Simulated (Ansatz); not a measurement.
# AlH₄SF: molecular dynamics (part 4 of 4)

The same run, continued: AlH₄SF; UKS B3LYP/def2-SVP (Ansatz 0.2.0). It belongs to a series of runs on one base structure; here: dynamics from the highest image of the converged band.

Geometry of the input (Å):
```
Al -0.4166  -0.7541  0.2110
F  -1.1533  0.7584  -0.7427
H  -0.6485  -2.0254  -0.6892
H  -0.7929  -0.5794  1.7329
H  -0.1197  1.0333  -0.8496
S  1.5250  0.4286  -0.4065
H  1.6058  1.1386  0.7442
```

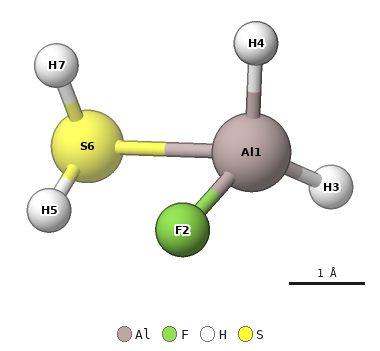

*The geometry at step 163 of the log (ball-and-stick view, seen at a tilt; atoms are numbered from 1 in the order of the input).*

**Trajectory as extended XYZ, continued**
```
7
Properties=species:S:1:pos:R:3:forces:R:3 step=125 time_fs=62.5 energy=-20209.25286 temperature=229.0
Al   -0.4645   -0.7585    0.2098   -0.6289   0.8133  -0.3327
F    -1.0945    0.7276   -0.7233   -0.5887  -0.6844   0.4641
H    -0.6915   -2.0224   -0.6598    0.0512  -0.3451  -0.1655
H    -0.6546   -0.6201    1.7641    0.0012   0.0143   0.0912
H     0.1992    0.9899   -0.8282    0.3317   0.1713  -0.0580
S     1.5197    0.4531   -0.4198    0.7880   0.0070   0.0293
H     1.5347    1.1404    0.7477    0.0455   0.0237  -0.0284
7
Properties=species:S:1:pos:R:3:forces:R:3 step=129 time_fs=64.5 energy=-20209.28330 temperature=276.2
Al   -0.4725   -0.7547    0.2058   -0.7453   0.8273  -0.3794
F    -1.0895    0.7185   -0.7161   -0.7497  -0.7855   0.4926
H    -0.6753   -2.0444   -0.6321    0.0595  -0.3289  -0.1938
H    -0.6526   -0.6168    1.7576    0.0169   0.0270   0.1591
H     0.2632    1.0017   -0.8197    0.1291   0.3283  -0.2003
S     1.5209    0.4553   -0.4223    1.2288   0.1966   0.6465
H     1.5296    1.1444    0.7719    0.0606  -0.2648  -0.5248
7
Properties=species:S:1:pos:R:3:forces:R:3 step=132 time_fs=66.0 energy=-20209.30988 temperature=317.3
Al   -0.4791   -0.7510    0.2023   -0.8217   0.6987  -0.4280
F    -1.0867    0.7106   -0.7101   -0.8424  -0.8300   0.4898
H    -0.6617   -2.0691   -0.6160    0.0785  -0.1834  -0.1324
H    -0.6508   -0.6137    1.7565    0.0316   0.0301   0.1525
H     0.3147    1.0184   -0.8181   -0.1484   0.4825  -0.3316
S     1.5228    0.4572   -0.4237    1.6232   0.1146   0.8578
H     1.5273    1.1415    0.7782    0.0792  -0.3125  -0.6081
7
Properties=species:S:1:pos:R:3:forces:R:3 step=136 time_fs=68.0 energy=-20209.35944 temperature=394.0
Al   -0.4890   -0.7453    0.1972   -0.8355   0.3931  -0.4272
F    -1.0845    0.6986   -0.7012   -0.9314  -0.7932   0.4250
H    -0.6409   -2.1073   -0.5986    0.0939   0.1011  -0.0067
H    -0.6472   -0.6086    1.7599    0.0476   0.0265   0.0703
H     0.3776    1.0573   -0.8274   -0.4308   0.6056  -0.4462
S     1.5271    0.4597   -0.4247    1.9499  -0.2042   0.6619
H     1.5269    1.1279    0.7676    0.1063  -0.1289  -0.2771
7
Properties=species:S:1:pos:R:3:forces:R:3 step=139 time_fs=69.5 energy=-20209.40229 temperature=460.1
Al   -0.4972   -0.7406    0.1930   -0.7557   0.1265  -0.3426
F    -1.0840    0.6886   -0.6939   -0.9916  -0.6767   0.3226
H    -0.6230   -2.1340   -0.5860    0.0865   0.2995   0.0701
H    -0.6433   -0.6041    1.7644    0.0523   0.0204  -0.0205
H     0.4148    1.1012   -0.8452   -0.3250   0.4922  -0.3889
S     1.5318    0.4615   -0.4249    1.8130  -0.3901   0.1686
H     1.5292    1.1142    0.7521    0.1204   0.1282   0.1907
7
Properties=species:S:1:pos:R:3:forces:R:3 step=142 time_fs=71.0 energy=-20209.43812 temperature=515.5
Al   -0.5059   -0.7358    0.1885   -0.6124  -0.1229  -0.1888
F    -1.0847    0.6777   -0.6863   -1.0597  -0.4960   0.1816
H    -0.6032   -2.1544   -0.5720    0.0634   0.4303   0.1053
H    -0.6383   -0.5992    1.7684    0.0497   0.0135  -0.1052
H     0.4456    1.1553   -0.8711    0.0468   0.1839  -0.1949
S     1.5377    0.4630   -0.4250    1.3888  -0.3544  -0.3836
H     1.5341    1.1032    0.7406    0.1234   0.3456   0.5856
7
Properties=species:S:1:pos:R:3:forces:R:3 step=146 time_fs=73.0 energy=-20209.47372 temperature=570.7
Al   -0.5184   -0.7296    0.1823   -0.3743  -0.3795   0.0887
F    -1.0876    0.6625   -0.6759   -1.1645  -0.2001  -0.0404
H    -0.5749   -2.1672   -0.5499    0.0199   0.4582   0.0754
H    -0.6301   -0.5922    1.7702    0.0379   0.0058  -0.1680
H     0.4898    1.2322   -0.9112    0.5777  -0.2966   0.1256
S     1.5470    0.4647   -0.4256    0.7913   0.0785  -0.6290
H     1.5447    1.0997    0.7444    0.1120   0.3336   0.5478
7
Properties=species:S:1:pos:R:3:forces:R:3 step=149 time_fs=74.5 energy=-20209.49876 temperature=609.4
Al   -0.5281   -0.7253    0.1777   -0.1895  -0.5024   0.3237
F    -1.0912    0.6507   -0.6681   -1.2452   0.0407  -0.2180
H    -0.5531   -2.1654   -0.5314   -0.0127   0.3640  -0.0001
H    -0.6229   -0.5868    1.7674    0.0255   0.0025  -0.1616
H     0.5361    1.2835   -0.9389    0.7682  -0.5161   0.2849
S     1.5546    0.4660   -0.4265    0.5571   0.4976  -0.3478
H     1.5555    1.1055    0.7608    0.0966   0.1137   0.1189
7
Properties=species:S:1:pos:R:3:forces:R:3 step=153 time_fs=76.5 energy=-20209.53033 temperature=658.2
Al   -0.5413   -0.7202    0.1721    0.0540  -0.5964   0.6404
F    -1.0983    0.6352   -0.6581   -1.3412   0.3889  -0.4672
H    -0.5245   -2.1517   -0.5072   -0.0460   0.1185  -0.1468
H    -0.6126   -0.5795    1.7586    0.0072   0.0020  -0.0846
H     0.6228    1.3351   -0.9665    0.6120  -0.4618   0.2798
S     1.5654    0.4683   -0.4280    0.6412   0.7336   0.2487
H     1.5731    1.1160    0.7848    0.0727  -0.1848  -0.4703
7
Properties=species:S:1:pos:R:3:forces:R:3 step=156 time_fs=78.0 energy=-20209.54650 temperature=683.1
Al   -0.5511   -0.7169    0.1684    0.2377  -0.6564   0.8564
F    -1.1055    0.6240   -0.6512   -1.4015   0.6755  -0.6636
H    -0.5041   -2.1379   -0.4924   -0.0610  -0.0975  -0.2610
H    -0.6046   -0.5739    1.7497   -0.0060   0.0035   0.0056
H     0.7033    1.3624   -0.9802    0.2137  -0.1379   0.0940
S     1.5740    0.4705   -0.4290    0.9593   0.4842   0.6210
H     1.5882    1.1200    0.7926    0.0579  -0.2714  -0.6524
7
Properties=species:S:1:pos:R:3:forces:R:3 step=159 time_fs=79.5 energy=-20209.54726 temperature=684.4
Al   -0.5608   -0.7142    0.1654    0.4218  -0.7541   1.0287
F    -1.1142    0.6136   -0.6451   -1.4563   0.9685  -0.8576
H    -0.4851   -2.1261   -0.4832   -0.0698  -0.2667  -0.3436
H    -0.5967   -0.5683    1.7410   -0.0175   0.0036   0.0979
H     0.7883    1.3868   -0.9921   -0.2500   0.3081  -0.1755
S     1.5833    0.4731   -0.4296    1.3207  -0.0568   0.7836
H     1.6045    1.1184    0.7867    0.0512  -0.2027  -0.5334
7
Properties=species:S:1:pos:R:3:forces:R:3 step=163 time_fs=81.5 energy=-20209.54160 temperature=675.8
Al   -0.5731   -0.7115    0.1627    0.6559  -0.9833   1.1560
F    -1.1284    0.6016   -0.6385   -1.5232   1.3079  -1.0761
H    -0.4620   -2.1193   -0.4825   -0.0832  -0.3183  -0.3598
H    -0.5869   -0.5607    1.7328   -0.0286  -0.0042   0.1798
H     0.8928    1.4305   -1.0143   -0.4933   0.5589  -0.3344
S     1.5970    0.4764   -0.4295    1.4131  -0.6521   0.4132
H     1.6280    1.1106    0.7631    0.0593   0.0911   0.0213
7
Properties=species:S:1:pos:R:3:forces:R:3 step=166 time_fs=83.0 energy=-20209.54633 temperature=683.0
Al   -0.5817   -0.7103    0.1617    0.8071  -1.1980   1.1672
F    -1.1411    0.5942   -0.6349   -1.5533   1.4730  -1.1795
H    -0.4468   -2.1221   -0.4908   -0.1017  -0.2122  -0.2953
H    -0.5802   -0.5551    1.7310   -0.0344  -0.0188   0.1876
H     0.9596    1.4762   -1.0387   -0.2913   0.2283  -0.1390
S     1.6084    0.4784   -0.4292    1.1004  -0.6108  -0.2323
H     1.6471    1.1063    0.7446    0.0733   0.3385   0.4912
7
Properties=species:S:1:pos:R:3:forces:R:3 step=169 time_fs=84.5 energy=-20209.54971 temperature=688.2
Al   -0.5897   -0.7102    0.1617    0.9196  -1.3732   1.1151
F    -1.1555    0.5885   -0.6327   -1.5452   1.5292  -1.2116
H    -0.4338   -2.1292   -0.5055   -0.1270  -0.0309  -0.1874
H    -0.5742   -0.5500    1.7331   -0.0392  -0.0408   0.1469
H     1.0202    1.5265   -1.0659   -0.0043  -0.3206   0.1893
S     1.6206    0.4801   -0.4290    0.7159  -0.1941  -0.7202
H     1.6677    1.1091    0.7363    0.0802   0.4304   0.6679
7
Properties=species:S:1:pos:R:3:forces:R:3 step=173 time_fs=86.5 energy=-20209.55696 temperature=699.6
Al   -0.5992   -0.7117    0.1631    0.9808  -1.4214   0.9650
F    -1.1775    0.5836   -0.6319   -1.4519   1.4178  -1.1324
H    -0.4208   -2.1391   -0.5308   -0.1599   0.2122  -0.0299
H    -0.5676   -0.5446    1.7405   -0.0447  -0.0761   0.0435
H     1.1013    1.5814   -1.0949    0.1782  -0.8399   0.4927
S     1.6375    0.4821   -0.4294    0.4374   0.5088  -0.5997
H     1.6979    1.1262    0.7457    0.0602   0.1987   0.2608
7
Properties=species:S:1:pos:R:3:forces:R:3 step=176 time_fs=88.0 energy=-20209.57328 temperature=724.8
Al   -0.6054   -0.7141    0.1650    0.9471  -1.2713   0.8004
F    -1.1960    0.5818   -0.6328   -1.3162   1.2069  -0.9876
H    -0.4150   -2.1418   -0.5509   -0.1742   0.3285   0.0641
H    -0.5637   -0.5423    1.7474   -0.0471  -0.1012  -0.0401
H     1.1660    1.6029   -1.1052    0.1196  -0.8753   0.4992
S     1.6505    0.4840   -0.4302    0.4412   0.8015  -0.1057
H     1.7221    1.1445    0.7602    0.0296  -0.0892  -0.2303
7
Properties=species:S:1:pos:R:3:forces:R:3 step=180 time_fs=90.0 energy=-20209.60913 temperature=780.1
Al   -0.6126   -0.7189    0.1686    0.7981  -0.8343   0.5242
F    -1.2229    0.5815   -0.6357   -1.0635   0.8045  -0.7089
H    -0.4130   -2.1343   -0.5755   -0.1702   0.3492   0.1277
H    -0.5601   -0.5428    1.7550   -0.0447  -0.1242  -0.1167
H     1.2554    1.6040   -1.1033   -0.1450  -0.4071   0.1881
S     1.6684    0.4873   -0.4313    0.6283   0.5529   0.6042
H     1.7552    1.1653    0.7709   -0.0029  -0.3410  -0.6186
7
Properties=species:S:1:pos:R:3:forces:R:3 step=183 time_fs=91.5 energy=-20209.63104 temperature=813.9
Al   -0.6171   -0.7234    0.1717    0.6232  -0.3725   0.2899
F    -1.2445    0.5824   -0.6389   -0.8399   0.4555  -0.4621
H    -0.4158   -2.1201   -0.5909   -0.1480   0.2611   0.1211
H    -0.5586   -0.5462    1.7580   -0.0377  -0.1304  -0.1299
H     1.3194    1.5937   -1.0966   -0.3856   0.1977  -0.2034
S     1.6823    0.4902   -0.4318    0.7930  -0.0688   0.9515
H     1.7801    1.1730    0.7644   -0.0050  -0.3426  -0.5670
7
Properties=species:S:1:pos:R:3:forces:R:3 step=186 time_fs=93.0 energy=-20209.64064 temperature=828.9
Al   -0.6212   -0.7281    0.1752    0.4150   0.1515   0.0487
F    -1.2670    0.5839   -0.6426   -0.6063   0.1021  -0.2059
H    -0.4218   -2.1004   -0.6037   -0.1115   0.1016   0.0711
H    -0.5578   -0.5524    1.7583   -0.0267  -0.1266  -0.1016
H     1.3752    1.5875   -1.0941   -0.5334   0.6628  -0.5117
S     1.6968    0.4931   -0.4316    0.8444  -0.7153   0.9267
H     1.8049    1.1736    0.7463    0.0185  -0.1761  -0.2273
7
Properties=species:S:1:pos:R:3:forces:R:3 step=190 time_fs=95.0 energy=-20209.64807 temperature=840.3
Al   -0.6262   -0.7341    0.1797    0.1248   0.8430  -0.2654
F    -1.2982    0.5859   -0.6478   -0.3043  -0.3317   0.1204
H    -0.4333   -2.0715   -0.6188   -0.0515  -0.1560  -0.0340
H    -0.5577   -0.5649    1.7555   -0.0089  -0.1093  -0.0150
H     1.4322    1.6003   -1.1074   -0.4709   0.4886  -0.4240
S     1.7169    0.4962   -0.4304    0.6335  -0.9256   0.1834
H     1.8388    1.1698    0.7166    0.0773   0.1910   0.4346
7
Properties=species:S:1:pos:R:3:forces:R:3 step=193 time_fs=96.5 energy=-20209.64315 temperature=832.7
Al   -0.6298   -0.7379    0.1829   -0.0736   1.2666  -0.4938
F    -1.3220    0.5870   -0.6516   -0.0971  -0.6078   0.3378
H    -0.4434   -2.0531   -0.6307   -0.0100  -0.3096  -0.1012
H    -0.5578   -0.5770    1.7529    0.0036  -0.0909   0.0612
H     1.4630    1.6223   -1.1280   -0.3163  -0.0856  -0.0578
S     1.7325    0.4978   -0.4293    0.3890  -0.5386  -0.4615
H     1.8660    1.1707    0.7036    0.1044   0.3661   0.7153
7
Properties=species:S:1:pos:R:3:forces:R:3 step=197 time_fs=98.5 energy=-20209.62555 temperature=805.7
Al   -0.6346   -0.7413    0.1866   -0.2824   1.5962  -0.7920
F    -1.3538    0.5874   -0.6561    0.1451  -0.8965   0.5791
H    -0.4571   -2.0391   -0.6500    0.0247  -0.3627  -0.1109
H    -0.5578   -0.5962    1.7516    0.0156  -0.0648   0.1296
H     1.4939    1.6470   -1.1561   -0.1566  -0.7125   0.3799
S     1.7537    0.4994   -0.4284    0.1945   0.2160  -0.6089
H     1.9056    1.1835    0.7087    0.0592   0.2243   0.4232
7
Properties=species:S:1:pos:R:3:forces:R:3 step=200 time_fs=100.0 energy=-20209.61680 temperature=792.2
Al   -0.6385   -0.7424    0.1886   -0.3906   1.6500  -0.9979
F    -1.3775    0.5865   -0.6586    0.2995  -1.0517   0.7207
H    -0.4668   -2.0374   -0.6671    0.0327  -0.2733  -0.0428
H    -0.5575   -0.6122    1.7537    0.0195  -0.0453   0.1300
H     1.5127    1.6493   -1.1688   -0.1195  -0.8178   0.4889
S     1.7698    0.5008   -0.4281    0.1798   0.5913  -0.2176
H     1.9368    1.1990    0.7238   -0.0215  -0.0532  -0.0814
```

**Key numbers**

- outcome: finished
- mean temperature over the second half: 505 K
- trajectory: 200 steps, 100 fs
- ensemble: nve
- temperature in the input: 100.0 K
- time step: 0.5 fs
- potential energy (last step): −20209.6171 eV
- mean-field energy (last step): −20209.6171 eV
- largest force (length of the vector) (last step): 1.967 eV/Å
- wall time: 4.2 min (CPU time 8.2 min)
- peak memory: 0.19 GiB

So short a trajectory is not equilibrated.
